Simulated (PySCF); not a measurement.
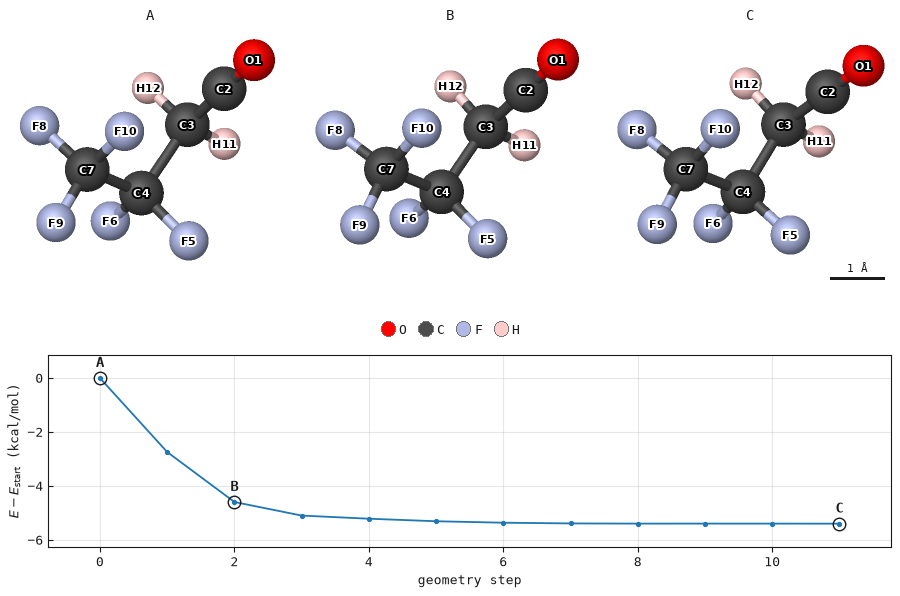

Frames of a relaxation of C$_{4}$H$_{2}$F$_{5}$O (charge +1), marked on the history of the run. Style: ball-and-stick. Shown from a free direction.

The start comes from GFN2-xTB. Its atoms were then displaced at random by about 0.01 Å.

Method: PySCF 2.14.0, density-fitted response routines, PBE0-D3(BJ)/def2-SVP geometry optimisation, gas phase. 

Describe the path.

O1 moves most after the best rigid fit: 0.21 Å. Largest moves by element: O 0.21 Å, F 0.16 Å, H 0.16 Å, C 0.09 Å. Among the contacts that change: C3–C4 1.626 → 1.566 Å, C2–C3 1.385 → 1.427 Å, O1–C2 1.083 → 1.115 Å, C3–H12 1.126 → 1.108 Å. Among the angles between lasting bonds that change: C4–C3–H12 106.0° → 111.3°, C2–C3–H11 110.4° → 107.2°, C2–C3–H12 110.3° → 107.8°. Over 11 geometry steps the energy falls by 5.40 kcal/mol. Cost: 78 s on 1 thread of Intel(R) Xeon(R) 6975P-C (shared host). From step 0 to 2: F8 moves most (0.12 Å), energy −4.59 kcal/mol. From step 2 to 11: O1 moves most (0.15 Å), energy −0.80 kcal/mol.

| step | E − E(0), kcal/mol |
| --- | --- |
| 0 | 0.00 |
| 1 | -2.74 |
| 2 | -4.59 |
| 3 | -5.10 |
| 4 | -5.21 |
| 5 | -5.31 |
| 6 | -5.36 |
| 7 | -5.39 |
| 8 | -5.39 |
| 9 | -5.39 |
| 10 | -5.39 |
| 11 | -5.40 |
